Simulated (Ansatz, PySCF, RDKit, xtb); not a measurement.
**AlSeCl2F: from the formula to a structure**

Given the formula AlSeCl2F and nothing else, which arrangement of the atoms is the most stable in the gas at 200 K, and what are its properties?

The funnel: GFN2-xTB relaxations, single points with a density functional, relaxations at PBE0-D3(BJ)/def2-SVP, harmonic vibrations, and a last energy at a higher level. All values are calculated.

7 further runs of the same task are left out: 1 that didn't finish, 6 set aside as unsound or not needed.

### Step 1. Drawing up candidates

A program enumerates the bonding patterns with one Lewis structure each (two rings at most, one unusual centre or charged pair), with their diastereomers. O–O, O–halogen and N–halogen bonds and N–N–N chains are not drawn. That gives 4 candidates.

| label | SMILES | spin |
| --- | --- | --- |
| c267 | F[Se]([Al])(Cl)Cl | triplet |
| c376 | [F][Al]([Cl])[Se]Cl | singlet |
| c513 | F[Se]([Al])(Cl)Cl | singlet |
| c776 | F[Se][Al]([Cl])[Cl] | singlet |

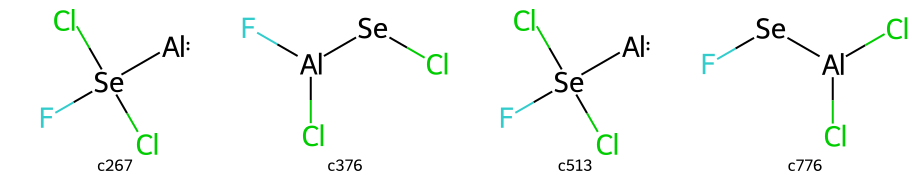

Structural formulas of the candidates.

Candidates are built by distance geometry, with a force field where one applies, in up to four conformers (letters a to d). 6 starts with atoms placed at random are added, to find patterns that the rules miss.

### Step 2. Search with GFN2-xTB

All 11 starts are relaxed the same way. One of them, c061 (atoms placed at random), in full:

File start.xyz:

```xyz
5
c061
Al     0.678120    -1.406500     0.069360
Cl     1.087750     0.247660    -1.489220
Cl    -1.956810    -0.068750     0.685360
F      0.255580    -0.841080     1.844500
Se     0.932630     0.957530     0.470100
```

On the command line:

```console
xtb start.xyz --gfn 2 --opt
```

The program printed, shortened:

```text
* xtb version 6.7.1
[...]
          :  # basis functions                  44          :
[...]
          :  # electrons                        30          :
[...]
          :  Hamiltonian                  GFN2-xTB          :
[...]
          :  net charge                          0          :
          :  unpaired electrons                  0          :
[...]
   *** convergence criteria satisfied after 33 iterations ***
[...]
   *** GEOMETRY OPTIMIZATION CONVERGED AFTER 22 ITERATIONS ***
[...]
   *** convergence criteria satisfied after 3 iterations ***
[...]
         ::                     SUMMARY                     ::
         :::::::::::::::::::::::::::::::::::::::::::::::::::::
         :: total energy             -18.293055320800 Eh    ::
         :: gradient norm              0.000204720320 Eh/a0 ::
         :: HOMO-LUMO gap              2.038396504927 eV    ::
         ::.................................................::
         :: SCC energy               -18.327344233131 Eh    ::
         :: -> isotropic ES            0.054705221313 Eh    ::
         :: -> anisotropic ES          0.001010215779 Eh    ::
         :: -> anisotropic XC         -0.002052363319 Eh    ::
         :: -> dispersion             -0.005029273745 Eh    ::
         :: repulsion energy           0.034288912331 Eh    ::
         :: add. restraining           0.000000000000 Eh    ::
         :: total charge              -0.000000000000 e     ::
         :::::::::::::::::::::::::::::::::::::::::::::::::::::
[...]
        15        2.0000           -0.3994043             -10.8683 (HOMO)
        16                         -0.3244946              -8.8299 (LUMO)
[...]
     #   Z          covCN         q      C6AA      α(0)
     1  13 Al       3.031     0.417    92.309    19.579
     2  17 Cl       1.626     0.012    98.865    15.212
     3  17 Cl       0.769    -0.146   103.541    15.565
     4   9 F        0.672    -0.255    11.836     4.061
     5  34 Se       1.709    -0.028   236.446    26.798
[...]
     #   Z sym  total        # sym  WBO       # sym  WBO       # sym  WBO
 ---------------------------------------------------------------------------
     1  13 Al   3.949 --     3 Cl   1.313     4 F    1.208     5 Se   0.871
                             2 Cl   0.557
     2  17 Cl   1.603 --     5 Se   0.994     1 Al   0.557
     3  17 Cl   1.464 --     1 Al   1.313
     4   9 F    1.306 --     1 Al   1.208
     5  34 Se   1.978 --     2 Cl   0.994     1 Al   0.871
 ---------------------------------------------------------------------------
[...]
molecular dipole:
                 x           y           z       tot (Debye)
 q only:        0.121       0.476      -0.337
   full:       -0.328      -0.010      -0.418       1.350
molecular quadrupole (traceless):
[...]
          | TOTAL ENERGY              -18.293055320800 Eh   |
          | GRADIENT NORM               0.000204720320 Eh/α |
          | HOMO-LUMO GAP               2.038396504927 eV   |
           -------------------------------------------------
[...]
```

Wall time 0.23 s (1 thread of Intel Xeon at 2.70GHz, shared host).

### Step 3. The minima found

11 of the 11 relaxations converged; 5 ended on a minimum already found. 6 distinct structures remain:

| label | start | SMILES after | spin | energy (kcal/mol) | note |
| --- | --- | --- | --- | --- | --- |
| c061 | random and drawn | [F][Al]1([Cl])[Cl][Se]1 ‡ | singlet | 0.0 |  |
| c715 | random and drawn | [F][Al]([Cl])[Se]Cl | singlet | 1.0 |  |
| c267a | drawn | [F][Al]([Cl])([Cl])[Se] ‡ | triplet | 20.9 | bonds changed |
| c776a | drawn and random | [Cl][Al]1([Cl])[F][Se]1 ‡ | singlet | 21.6 | bonds changed |
| c314 | random | F[Se][Al]([Cl])[Cl] | singlet | 24.4 |  |
| c267b | drawn | [F][Al]([Cl])[Cl].[Se] ‡ | triplet | 31.3 | fell apart |

‡ marks the bonded skeleton alone, with all bonds drawn single: no Lewis structure was assigned that passes a check against the bond lengths.

GFN2-xTB has no spin polarisation, so it can't rank spin states and is rough for open shells.

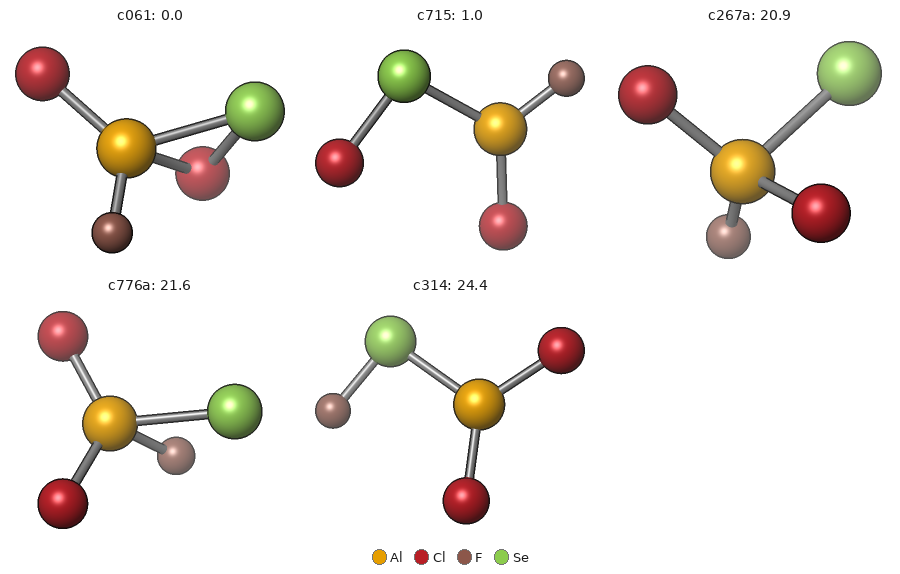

The 5 lowest minima that did not fall apart, with their GFN2-xTB energies in kcal/mol.

### Step 4. Single points on the low minima

A choice of the minima (the low ones first, few conformers of a pattern, up to a cap) and the lowest that fell apart get a single point at r2SCAN-D4/def2-SVP on the tight-binding geometry, and one at HF/STO-3G for comparison. The lowest singlets are also tried as triplets at the same geometry (label ending in t). The first, c061:

File input.yaml:

```yaml
basis:
  gaussian: {orbitals: def2-SVP}
crystal:
  periodic: [false, false, false]
  atoms:
    - {symbol: Al, position_ang: [-0.056025, -0.417475, 0.682110]}
    - {symbol: Cl, position_ang: [1.084939, -0.175808, -1.289894]}
    - {symbol: Cl, position_ang: [-2.064654, -0.350687, 0.502286]}
    - {symbol: F, position_ang: [0.747153, -1.644831, 1.440346]}
    - {symbol: Se, position_ang: [1.285856, 1.477662, 0.245252]}
hamiltonian: {xc: r2scan, dispersion: d4}
scf: {lower_state_search: off}
output: {orbitals: {seedname: orbitals}}
```

On the command line:

```console
ansatz run input.yaml --threads 1 --pin off --max-ram 2610MiB --events-out events.jsonl --progress --plain --runs-dir runs
```

The program printed, shortened:

```text
Warning: RAYON_NUM_THREADS=1 ignored (pool sized by the plan → 1); use --threads N
Functional definition: r2SCAN
  name "r2SCAN"
[...]
1077 factors; their error is unknown
[...]
mean field -99690.21165450 eV, -3663.5477058503 hartree, gradient 4.1e-6 eV, S^2 0.000000; 0 other end points of the search recorded, 0 dependent functions left out
reference -99690.21166443 eV, -3663.5477062154 hartree; 45, 45 occupied and 55, 55 virtual orbitals, 1077 factors
Total energy: -99690.25560505 eV, -3663.5493210035 hartree
Checks for a lower state left out: stability, starts, cluster_reference, orbital_swaps, neighbouring_geometries, increment
```

It took 2.6 s on 1 thread of Intel Xeon at 2.70GHz, shared host.

Relative energies in kcal/mol, each column from its lowest structure that stays in one piece:

| label | SMILES | spin | GFN2-xTB | HF/STO-3G | r2SCAN-D4/def2-SVP |
| --- | --- | --- | --- | --- | --- |
| c061 | [F][Al]1([Cl])[Cl][Se]1 ‡ | singlet | 0.0 | 21.2 | 0.0 |
| c715 | [F][Al]([Cl])[Se]Cl | singlet | 1.0 | 19.4 | 1.6 |
| c267a | [F][Al]([Cl])([Cl])[Se] ‡ | triplet | 20.9 | 0.0 | 2.9 |
| c776a | [Cl][Al]1([Cl])[F][Se]1 ‡ | singlet | 21.6 | 29.1 | 18.4 |
| c776at | [Cl][Al]1([Cl])[F][Se]1 ‡ | triplet | – | – | 22.2 |
| c314 | F[Se][Al]([Cl])[Cl] | singlet | 24.4 | 26.4 | 23.5 |
| c267b | [F][Al]([Cl])[Cl].[Se] ‡ | triplet | 31.3 | 29.2 | 27.7 |
| c061t | [F][Al]1([Cl])[Cl][Se]1 ‡ | triplet | – | – | 32.9 |
| c715t | [F][Al]([Cl])[Se]Cl | triplet | – | – | 60.6 |

‡ marks the bonded skeleton alone, with all bonds drawn single: no Lewis structure was assigned that passes a check against the bond lengths.

### Step 5. Refinement at PBE0-D3(BJ)/def2-SVP

4 candidates are relaxed at PBE0-D3(BJ)/def2-SVP (chosen among the lowest in one piece, with other spins of them). The first, c061:

input.yaml: that of step 4 with these lines changed.

```diff
@@ -1,3 +1 @@
-basis:
-  gaussian: {orbitals: def2-SVP}
 crystal:
@@ -10,4 +8,6 @@
     - {symbol: Se, position_ang: [1.285856, 1.477662, 0.245252]}
-hamiltonian: {xc: r2scan, dispersion: d4}
+basis:
+  gaussian: {orbitals: def2-SVP}
+hamiltonian: {xc: pbe0, dispersion: d3bj}
 scf: {lower_state_search: off}
-output: {orbitals: {seedname: orbitals}}
+relax: {f_tol: 0.003}
```

On the command line:

```console
ansatz run input.yaml --threads 1 --pin off --max-ram 2610MiB --events-out events.jsonl --progress --plain --runs-dir runs
```

The program printed, shortened:

```text
Warning: RAYON_NUM_THREADS=1 ignored (pool sized by the plan → 1); use --threads N
[...]
Functional definition: PBE0
  name "PBE0"
[...]
973 factors; integrals over basis functions are off by at most 3.3e-4 eV
[...]
mean field -99672.02345277 eV, -3662.8793017654 hartree, gradient 3.9e-6 eV, S^2 0.000000; 0 other end points of the search recorded, 0 dependent functions left out
[...]
reference -99672.02347873 eV, -3662.8793027191 hartree; 45, 45 occupied and 55, 55 virtual orbitals, 973 factors
relax step   1: F+E_penalty+E_count = -99672.19300996 eV  Δ(F+E_penalty+E_count) = +0.000e0 eV  max|allowed force component| = 1.316e0 eV/Å  Δτ_max = 0.0000 Å  (14 SCF iters, accepted)
[...]
relax step   7: F+E_penalty+E_count = -99672.29435702 eV  Δ(F+E_penalty+E_count) = +1.069e-5 eV  max|allowed force component| = 1.587e-2 eV/Å  Δτ_max = 0.0017 Å  (15 SCF iters, rejected (line search))
[...]
relax step   8: F+E_penalty+E_count = -99672.29437015 eV  Δ(F+E_penalty+E_count) = -2.438e-6 eV  max|allowed force component| = 2.218e-3 eV/Å  Δτ_max = 0.0008 Å  (14 SCF iters, accepted)
Total energy: -99672.29439623 eV, -3662.8892587539 hartree
Atom 0 at    -0.004386    -0.418502     0.694135 Å, force     0.002218    -0.001144     0.000588 eV/Å
Atom 1 at     1.106225    -0.126629    -1.392968 Å, force    -0.000612    -0.000343    -0.000482 eV/Å
Atom 2 at    -2.080164    -0.372964     0.516682 Å, force    -0.001624     0.000357    -0.000634 eV/Å
Atom 3 at     0.685028    -1.679291     1.519855 Å, force    -0.000032     0.000758    -0.000087 eV/Å
Atom 4 at     1.290566     1.486248     0.242396 Å, force     0.000049     0.000372     0.000614 eV/Å
Dipole moment:     0.170117     0.342205    -0.107555 e Å
Checks for a lower state left out: stability, starts, cluster_reference, orbital_swaps, neighbouring_geometries, increment
```

Run time: 27 s. Hardware: 1 thread of Intel Xeon at 2.70GHz, shared host.

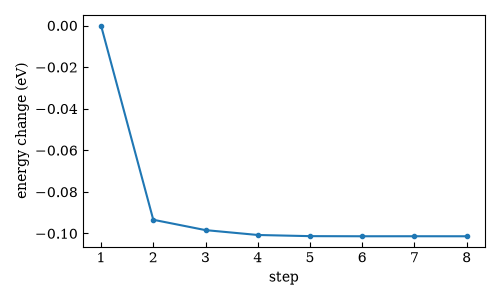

Energy along the run, all evaluated steps.

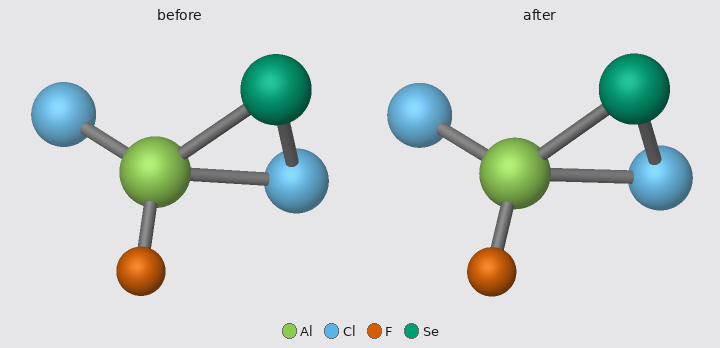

Before and after, at one scale.

After the run. Bond lengths: Al1–Cl2 2.382 Å, Al1–Cl3 2.084 Å, Al1–F4 1.657 Å, Al1–Se5 2.347 Å, Cl2–Se5 2.304 Å. Angles: Al1–Cl2–Se5 60.1°, Cl2–Al1–Cl3 112.8°, Cl2–Al1–F4 109.6°, Cl2–Al1–Se5 58.3°, Cl3–Al1–F4 118.3°, Cl3–Al1–Se5 121.0°, F4–Al1–Se5 118.9°, Al1–Se5–Cl2 61.6°.

### Step 6. The relaxed candidates

| label | spin | r2SCAN-D4/def2-SVP (kcal/mol) | PBE0-D3(BJ)/def2-SVP, relaxed (kcal/mol) | time |
| --- | --- | --- | --- | --- |
| c061 | singlet | 0.0 | 0.0 | 27 s |
| c715 | singlet | 1.6 | 2.5 | 20 s |
| c267a | triplet | 2.9 | 5.0 | 1.7 min |
| c776a | singlet | 18.4 | 17.4 | 35 s |

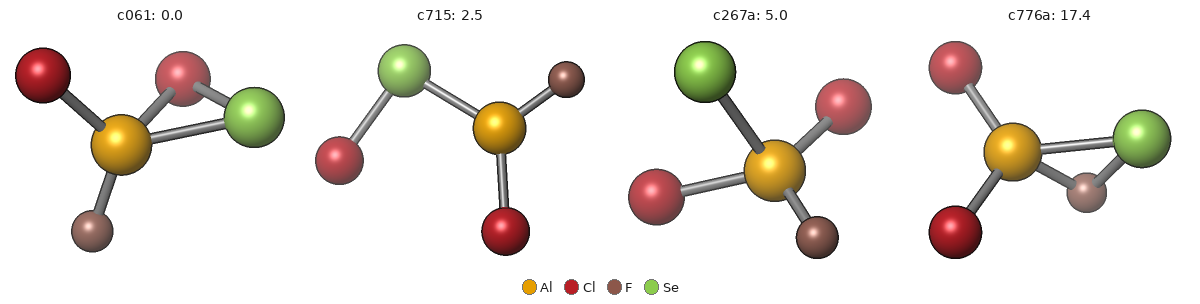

The relaxed structures, with energies at PBE0-D3(BJ)/def2-SVP in kcal/mol.

### Step 7. Harmonic analysis of the finalists

The lowest few in one piece go on as finalists (c776a drops out). Harmonic vibrations at PBE0-D3(BJ)/def2-SVP test each finalist and give the zero-point energy and the thermal terms. The first, c061:

File input.yaml:

```yaml
basis:
  gaussian: {orbitals: def2-SVP}
crystal:
  periodic: [false, false, false]
  atoms:
    - {symbol: Al, position_ang: [-0.004386, -0.418502, 0.694135]}
    - {symbol: Cl, position_ang: [1.106225, -0.126629, -1.392968]}
    - {symbol: Cl, position_ang: [-2.080164, -0.372964, 0.516682]}
    - {symbol: F, position_ang: [0.685028, -1.679291, 1.519855]}
    - {symbol: Se, position_ang: [1.290566, 1.486248, 0.242396]}
scf: {lower_state_search: off}
hamiltonian: {xc: pbe0, dispersion: d3bj}
phonons: {}
```

On the command line:

```console
ansatz run input.yaml --threads 1 --pin off --max-ram 2610MiB --events-out events.jsonl --progress --plain --runs-dir runs
```

The program printed, shortened:

```text
Warning: RAYON_NUM_THREADS=1 ignored (pool sized by the plan → 1); use --threads N
[... 2 set-up lines as earlier in the session ...]
[...]
975 factors; integrals over basis functions are off by at most 2.8e-4 eV
[...]
mean field -99672.12754224 eV, -3662.8831269826 hartree, gradient 3.7e-6 eV, S^2 0.000000; 0 other end points of the search recorded, 0 dependent functions left out
[...]
reference -99672.12756822 eV, -3662.8831279376 hartree; 45, 45 occupied and 55, 55 virtual orbitals, 975 factors
[...]
975 factors; integrals over basis functions are off by at most 2.8e-4 eV
mean field -99672.12746045 eV, -3662.8831239770 hartree, gradient 2.1e-6 eV, S^2 0.000000; 0 other end points of the search recorded, 0 dependent functions left out
[...]
reference -99672.12748644 eV, -3662.8831249321 hartree; 45, 45 occupied and 55, 55 virtual orbitals, 975 factors
[...]
975 factors; integrals over basis functions are off by at most 2.8e-4 eV
[...]
mean field -99672.12752545 eV, -3662.8831263656 hartree, gradient 1.8e-6 eV, S^2 0.000000; 0 other end points of the search recorded, 0 dependent functions left out
[...]
reference -99672.12755143 eV, -3662.8831273205 hartree; 45, 45 occupied and 55, 55 virtual orbitals, 975 factors
Total energy: -99672.29437336 eV, -3662.8892579134 hartree
Atom 0 at    -0.004386    -0.418502     0.694135 Å, force     0.002734    -0.001155     0.000214 eV/Å
Atom 1 at     1.106225    -0.126629    -1.392968 Å, force    -0.001242    -0.000393    -0.000287 eV/Å
Atom 2 at    -2.080164    -0.372964     0.516682 Å, force    -0.001670     0.000145    -0.000841 eV/Å
Atom 3 at     0.685028    -1.679291     1.519855 Å, force    -0.000275     0.000509     0.000255 eV/Å
Atom 4 at     1.290566     1.486248     0.242396 Å, force     0.000453     0.000893     0.000659 eV/Å
Dipole moment:     0.170118     0.342203    -0.107553 e Å
Vibrations: 75.63 122.61 164.59 182.97 228.08 329.59 381.81 582.75 889.60 cm⁻¹, zero-point energy 0.183349 eV
Checks for a lower state left out: stability, starts, cluster_reference, orbital_swaps, neighbouring_geometries, increment
```

Wall time 1.7 min (1 thread of Intel Xeon at 2.70GHz, shared host).

### Step 8. Zero-point energy and free-energy terms

At 200 K and 1 atm, ideal gas, rigid rotor and harmonic oscillator:

| label | SMILES | spin | point group | lowest mode (cm⁻¹) | zero-point (kcal/mol) | G − E (kcal/mol) |
| --- | --- | --- | --- | --- | --- | --- |
| c061 | [F][Al]1([Cl])[Cl][Se]1 ‡ | singlet | C1 | 76 | 4.2 | -9.1 |
| c715 | [F][Al]([Cl])[Se]Cl | singlet | Cs | 44 | 4.1 | -9.3 |
| c267a | [F][Al]([Cl])([Cl])[Se] ‡ | triplet | C1 | 54 | 4.0 | -10.0 |

Chiral structures get −RT ln 2 for their mirror image.

‡ marks the bonded skeleton alone, with all bonds drawn single: no Lewis structure was assigned that passes a check against the bond lengths.

### Step 9. Energies at the top level

Single points at CCSD(T)/def2-SVP + MP2/def2-TZVPP - MP2/def2-SVP on the refined geometries decide the order.

c061, CCSD(T)/def2-SVP:

File input.yaml:

```yaml
basis:
  gaussian:
    orbitals: def2-SVP
crystal:
  periodic: [false, false, false]
  atoms:
    - symbol: Al
      position_ang: [-0.004386, -0.418502, 0.694135]
    - symbol: Cl
      position_ang: [1.106225, -0.126629, -1.392968]
    - symbol: Cl
      position_ang: [-2.080164, -0.372964, 0.516682]
    - symbol: F
      position_ang: [0.685028, -1.679291, 1.519855]
    - symbol: Se
      position_ang: [1.290566, 1.486248, 0.242396]
correlation:
  method: ccsd_t
  frozen_orbitals: {F: 1, Se: 9, Cl: 5, Al: 5}
```

On the command line:

```console
ansatz run input.yaml --threads 1 --pin off --max-ram 2610MiB --events-out events.jsonl --progress --plain --runs-dir runs
```

The program printed, shortened:

```text
Warning: RAYON_NUM_THREADS=1 ignored (pool sized by the plan → 1); use --threads N
Functional definition: HF
  name "HF"
[...]
909 factors; integrals over basis functions are off by at most 9.6e-4 eV
[...]
mean field -99584.10944930 eV, -3659.6485217279 hartree, gradient 2.0e-6 eV, S^2 0.000000; 0 other end points of the search recorded, 0 dependent functions left out
25 core orbitals not correlated: weight in the atoms' cores, before any rotation towards them, 1.000 or more for the frozen orbitals, at most 0.000 for the correlated occupied ones
reference -99584.10944930 eV, -3659.6485217279 hartree; 20, 20 occupied and 55, 55 virtual orbitals, 909 factors
second order -19.96527206 eV of doubles, -0.00000000 eV of singles
cycle   1  -20.25628673 eV  change   -2.9e-1 eV  update   9.9e-2
[...]
cycle  10  -20.76155188 eV  change    1.7e-5 eV  update   3.6e-5
perturbative correction -0.47297833 eV, -0.0173816331 hartree
Total energy: -99605.34397951 eV, -3660.4288763199 hartree
```

Run time: 15 s. Hardware: 1 thread of Intel Xeon at 2.70GHz, shared host.

### Step 10. c061 at MP2/def2-TZVPP

File input.yaml:

```yaml
crystal:
  periodic: [false, false, false]
  atoms:
    - {symbol: Al, position_ang: [-0.004386, -0.418502, 0.694135]}
    - {symbol: Cl, position_ang: [1.106225, -0.126629, -1.392968]}
    - {symbol: Cl, position_ang: [-2.080164, -0.372964, 0.516682]}
    - {symbol: F, position_ang: [0.685028, -1.679291, 1.519855]}
    - {symbol: Se, position_ang: [1.290566, 1.486248, 0.242396]}
basis:
  gaussian:
    orbitals: def2-TZVPP
correlation:
  method: mp2
  frozen_orbitals: {F: 1, Se: 9, Cl: 5, Al: 5}
```

On the command line:

```console
ansatz run input.yaml --threads 1 --pin off --max-ram 2610MiB --events-out events.jsonl --progress --plain --runs-dir runs
```

The program printed:

```text
Warning: RAYON_NUM_THREADS=1 ignored (pool sized by the plan → 1); use --threads N
[... 2 set-up lines as earlier in the session ...]
  exchange = exact_x
  correlation = 0
1291 factors; integrals over basis functions are off by at most 1.1e-3 eV
mean field evaluation 1: about -99603.9802 eV, gradient 3.4e1 eV
mean field evaluation 2: about -99604.2481 eV, gradient 3.4e1 eV
mean field evaluation 4: about -99606.6445 eV, gradient 2.2e0 eV
mean field evaluation 8: about -99606.6934 eV, gradient 3.0e-1 eV
mean field evaluation 16: about -99606.6942 eV, gradient 2.2e-6 eV
mean field -99606.69424166 eV, -3660.4784975389 hartree, gradient 2.2e-6 eV, S^2 0.000000; 0 other end points of the search recorded, 0 dependent functions left out
25 core orbitals not correlated: weight in the atoms' cores, before any rotation towards them, 1.000 or more for the frozen orbitals, at most 0.000 for the correlated occupied ones
reference -99606.69424166 eV, -3660.4784975389 hartree; 20, 20 occupied and 160, 160 virtual orbitals, 1291 factors
second order -26.12929694 eV of doubles, -0.00000000 eV of singles
Total energy: -99632.82353860 eV, -3661.4387314903 hartree
```

Wall time 13 s (1 thread of Intel Xeon at 2.70GHz, shared host).

### Step 11. c715 at CCSD(T)/def2-SVP

File input.yaml:

```yaml
crystal:
  periodic: [false, false, false]
  atoms:
    - symbol: Al
      position_ang: [0.705534, 0.047836, -0.007760]
    - symbol: Cl
      position_ang: [1.705338, -1.725286, -0.402429]
    - symbol: Cl
      position_ang: [-1.974762, -1.912522, 0.310573]
    - symbol: F
      position_ang: [1.522273, 1.488532, -0.011524]
    - symbol: Se
      position_ang: [-1.548593, 0.239170, 0.461392]
basis:
  gaussian: {orbitals: def2-SVP}
correlation: {method: ccsd_t, frozen_orbitals: {F: 1, Se: 9, Cl: 5, Al: 5}}
```

On the command line:

```console
ansatz run input.yaml --threads 1 --pin off --max-ram 2610MiB --events-out events.jsonl --progress --plain --runs-dir runs
```

The program printed, shortened:

```text
Warning: RAYON_NUM_THREADS=1 ignored (pool sized by the plan → 1); use --threads N
[... 2 set-up lines as earlier in the session ...]
[...]
912 factors; integrals over basis functions are off by at most 8.1e-4 eV
[...]
mean field -99584.06268599 eV, -3659.6468032081 hartree, gradient 1.4e-6 eV, S^2 0.000000; 0 other end points of the search recorded, 0 dependent functions left out
25 core orbitals not correlated: weight in the atoms' cores, before any rotation towards them, 1.000 or more for the frozen orbitals, at most 0.000 for the correlated occupied ones
reference -99584.06268599 eV, -3659.6468032081 hartree; 20, 20 occupied and 55, 55 virtual orbitals, 912 factors
second order -19.87627002 eV of doubles, -0.00000000 eV of singles
cycle   1  -20.17562100 eV  change   -3.0e-1 eV  update   9.7e-2
[...]
cycle   9  -20.67013826 eV  change   -4.7e-5 eV  update   3.7e-5
perturbative correction -0.45534263 eV, -0.0167335331 hartree
Total energy: -99605.18816688 eV, -3660.4231503116 hartree
```

Wall time 13 s (1 thread of Intel Xeon at 2.70GHz, shared host).

[end of part 1 of 2]
